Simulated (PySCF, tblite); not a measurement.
# C₅H₈Cl₂Si: geometry, infrared bands and NMR shifts

What infrared bands and NMR shifts should C₅H₈Cl₂Si (`ClC(Cl)C1=C[SiH2]CC1`) show?

The runs use tblite 0.8.0 and PySCF 2.14.0, with density-fitted response routines of our own; the level of theory stands in each step. All values are computed, except where a source is named. Atoms are numbered from 0 throughout.

### 1 The starting structure

16 atoms, charge 0, multiplicity 1; geometry from: force field or distance geometry start.

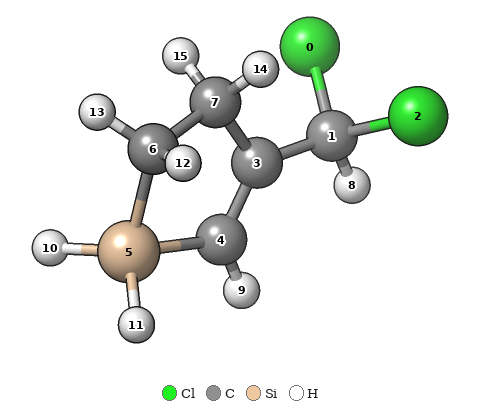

As it starts; chlorine green, carbon grey, silicon light orange, hydrogen white, atoms numbered.

### 2 Geometry optimisation with GFN2-xTB

What the job is given:

```
{"job": {"kind": "relax", "xc": "GFN2-xTB", "basis": "xTB"}, "charge": 0, "multiplicity": 1}
Cl     2.967100    -1.304500    -0.681200
C      2.234000     0.007100     0.277800
Cl     2.845900     1.582300    -0.252300
C      0.735100    -0.037900     0.221400
C     -0.058800    -0.182600     1.321900
Si    -1.871100    -0.214200     0.885500
C     -1.486500     0.295100    -0.908700
C      0.028800     0.033200    -1.112800
H      2.599000    -0.136300     1.314800
H      0.260000    -0.260800     2.347600
H     -2.411400    -1.592400     0.980600
H     -2.641900     0.814300     1.624600
H     -1.703000     1.362200    -1.012800
H     -2.091100    -0.261500    -1.630000
H      0.433600     0.826200    -1.751700
H      0.152700    -0.921200    -1.636000
```

Started as:

```bash
$ OMP_NUM_THREADS=1 python probes_run.py task.json out
```

One launch serves the whole session: the jobs run in the order shown.

**Question.** This job is followed by: GFN2-xTB harmonic vibrations, gas phase; GIAO PBE0/pcSseg-1 NMR shielding, non-relativistic, gas phase. Predict these results of the whole session: strongest single infrared mode (GFN2-xTB); zero-point energy (GFN2-xTB); ¹³C shifts against TMS (PBE0/pcSseg-1); ¹H shifts against TMS (PBE0/pcSseg-1, means over atoms taken as alike); ³⁵Cl shifts against HCl (PBE0/pcSseg-1, means over atoms taken as alike); ²⁹Si shifts against TMS (PBE0/pcSseg-1).

As calculated:

| quantity | value |
| --- | --- |
| strongest single infrared mode (GFN2-xTB) | 2235 cm⁻¹, 358 km/mol |
| zero-point energy (GFN2-xTB) | 70.1 kcal/mol |
| ¹³C shifts against TMS (PBE0/pcSseg-1) | 171.7, 130.2, 87.0, 33.0, 7.1 ppm |
| ¹H shifts against TMS (PBE0/pcSseg-1, means over atoms taken as alike) | 6.52, 6.02, 4.74, 3.12, 1.17 ppm |
| ³⁵Cl shifts against HCl (PBE0/pcSseg-1, means over atoms taken as alike) | 290 ppm |
| ²⁹Si shifts against TMS (PBE0/pcSseg-1) | -25.1 ppm |

The optimisation took 29 steps and gained 0.128 eV; among the close pairs (by a distance rule), C3–C4 changed most, from 1.365 to 1.332 Å. No mode is imaginary among the 42: a minimum at this level. The strongest single mode, at 2235 cm⁻¹, moves mainly H10. GFN2-xTB is a fitted tight-binding method: band positions and strengths are rough. Its intensities can rank the bands wrongly. C1 stands next to heavy halogen, whose spin-orbit shielding this run leaves out, so the computed shift lies too far downfield, most of all for carbon beside Br or I. H8 (hydrogen on an allylic sp3 CH bonded to 2 Cl) lies farthest downfield among hydrogen, at 6.52 ppm; its carbon carries Cl, hence the downfield position. At PBE0/pcSseg-1: Shielding is most anisotropic at Cl0, Cl2 (span 656 ppm, paramagnetic term -485 ppm).
